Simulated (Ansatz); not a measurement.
# BF3 (boron trifluoride): CCSD(T)/STO-3G

Aim: the vertical ionisation energy of BF3 (boron trifluoride) at CCSD(T)/STO-3G, from 2 runs. 

The calculation is run with Ansatz 0.2.0.

43 further runs of the same task are left out: 4 that didn't finish, 39 set aside as unsound or not needed.

## (1) The system as given

The species is BF3 (4 atoms), meant as a singlet with charge 0. As SMILES, `FB(F)F`. The shape is that of a PBE0-D4/def2-TZVP optimisation.

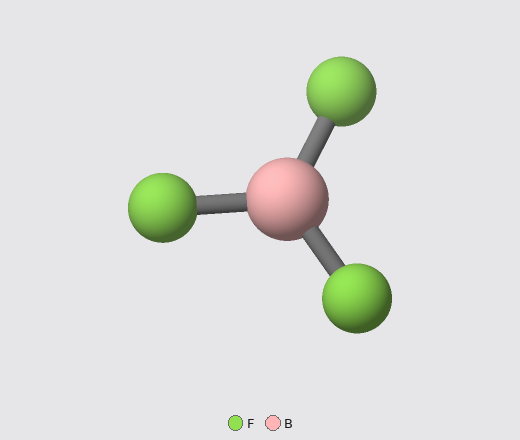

The structure, seen from a chosen angle (fluorine green, boron pink).

## (2) The energy at CCSD(T)/STO-3G

Input file in.yaml:

```yaml
crystal:
  periodic: [false, false, false]
  atoms:
    - symbol: F
      position_ang: [0.543870, 0.210740, 1.174280]
    - symbol: B
      position_ang: [0.000020, -0.000000, 0.000010]
    - symbol: F
      position_ang: [-0.265170, -1.223510, -0.389620]
    - symbol: F
      position_ang: [-0.278730, 1.012770, -0.784660]
basis:
  gaussian:
    orbitals: STO-3G
correlation:
  method: ccsd_t
  frozen_orbitals: {B: 1, F: 1}
accuracy: high
scf:
  omitted_lower_state_checks: [cluster_reference, increment]
```

Launch:

```bash
$ ansatz run in.yaml --threads 1 --pin off --max-ram 3480MiB --events-out events.jsonl --progress --plain --runs-dir runs
```

The log of the run:

```text
Warning: RAYON_NUM_THREADS=1 ignored (pool sized by the plan → 1); use --threads N
Functional definition: HF
  name "HF"
  exchange = exact_x
  correlation = 0
these checks for a lower state are left out or cut short: cluster_reference, increment
366 factors; integrals over basis functions are off by at most 3.2e-8 eV
mean field evaluation 1: about -8668.3019 eV, gradient 2.9e1 eV
mean field evaluation 2: about -8668.3712 eV, gradient 2.9e1 eV
mean field evaluation 4: about -8671.2321 eV, gradient 8.7e-1 eV
mean field evaluation 8: about -8671.2325 eV, gradient 5.0e-6 eV
mean field -8671.23248703 eV, -318.6619163259 hartree, gradient 7.5e-9 eV, S^2 0.000000; 0 other end points of the search recorded, 0 dependent functions left out
4 core orbitals not correlated: weight in the atoms' cores, before any rotation towards them, 1.000 or more for the frozen orbitals, at most 0.000 for the correlated occupied ones
reference -8671.23248703 eV, -318.6619163259 hartree; 12, 12 occupied and 4, 4 virtual orbitals, 366 factors
second order -2.59697187 eV of doubles, -0.00000000 eV of singles
cycle   1  -2.68889078 eV  change   -9.2e-2 eV  update   8.0e-2
cycle   2  -2.89464852 eV  change   -2.1e-1 eV  update   2.1e-2
cycle   3  -2.92268077 eV  change   -2.8e-2 eV  update   1.0e-2
cycle   4  -2.92182003 eV  change    8.6e-4 eV  update   1.5e-3
cycle   5  -2.92171831 eV  change    1.0e-4 eV  update   2.8e-4
cycle   6  -2.92178188 eV  change   -6.4e-5 eV  update   8.1e-5
cycle   7  -2.92175213 eV  change    3.0e-5 eV  update   1.3e-5
cycle   8  -2.92174621 eV  change    5.9e-6 eV  update   3.1e-6
cycle   9  -2.92174806 eV  change   -1.9e-6 eV  update   8.0e-7
cycle  10  -2.92174798 eV  change    8.6e-8 eV  update   1.6e-7
cycle  11  -2.92174797 eV  change    7.1e-9 eV  update   4.1e-8
cycle  12  -2.92174795 eV  change    1.7e-8 eV  update   1.5e-8
cycle  13  -2.92174800 eV  change   -4.6e-8 eV  update   5.3e-8
cycle  14  -2.92174802 eV  change   -1.7e-8 eV  update   1.6e-8
cycle  15  -2.92174802 eV  change   -1.6e-9 eV  update   3.7e-9
cycle  16  -2.92174802 eV  change  -4.8e-10 eV  update  8.7e-10
perturbative correction -0.23077533 eV, -0.0084808368 hartree
Total energy: -8674.38501038 eV, -318.7777694220 hartree
Checks for a lower state left out: cluster_reference, increment
```

It took 0.18 s on 1 thread of Arm Neoverse V1, shared host.

## (3) The doublet cation at the same level

Input file molecule.yaml:

```yaml
crystal:
  periodic: [false, false, false]
  atoms:
    - {symbol: F, position_ang: [0.543870, 0.210740, 1.174280]}
    - {symbol: B, position_ang: [0.000020, -0.000000, 0.000010]}
    - {symbol: F, position_ang: [-0.265170, -1.223510, -0.389620]}
    - {symbol: F, position_ang: [-0.278730, 1.012770, -0.784660]}
basis:
  gaussian:
    orbitals: STO-3G
magnetization:
  spin_polarized: true
  initial_magnetization: 1
total_charge: 1
accuracy: high
scf:
  omitted_lower_state_checks: [cluster_reference, increment]
correlation:
  method: ccsd_t
  frozen_orbitals: {B: 1, F: 1}
```

Launch:

```bash
$ ansatz run molecule.yaml --threads 1 --pin off --max-ram 3480MiB --events-out events.jsonl --progress --plain --runs-dir runs
```

The log of the run:

```text
Warning: RAYON_NUM_THREADS=1 ignored (pool sized by the plan → 1); use --threads N
[... 16 lines left out ...]
4 core orbitals not correlated: weight in the atoms' cores, before any rotation towards them, 1.000 or more for the frozen orbitals, at most 0.000 for the correlated occupied ones
[... 37 lines left out ...]
Total energy: -8663.92086096 eV, -318.3932190239 hartree
Checks for a lower state left out: cluster_reference, increment
```

Run time: 0.91 s. Hardware: 1 thread of Arm Neoverse V1, shared host.

## (4) Outcome

Level: CCSD(T)/STO-3G, 4 core orbitals frozen.

```
                                                   quantity          value
                                  singlet BF3: total energy  -318.77777 Eh
   singlet BF3: correlation energy (4 core orbitals frozen)     -115.9 mEh
                                singlet BF3: (T) correction      -8.48 mEh
                                 singlet BF3: T1 diagnostic          0.014
                               doublet cation: total energy  -318.39322 Eh
doublet cation: correlation energy (4 core orbitals frozen)     -134.0 mEh
                             doublet cation: (T) correction     -13.09 mEh
          doublet cation: ⟨S²⟩ of the reference determinant          0.753
                              doublet cation: T1 diagnostic          0.045
         vertical ionisation energy (to the doublet cation)      10.464 eV
```

In words: Removing an electron at fixed nuclei costs 10.46 eV (241 kcal/mol). In a minimal basis such a difference can be off by several eV, whatever the method. The triples (singlet BF3) make up 7.3 % of the correlation energy. The T1 diagnostic (doublet cation) of 0.045 is above the customary mark for such species, so a single reference may not serve. The triples (doublet cation) make up 9.8 % of the correlation energy.
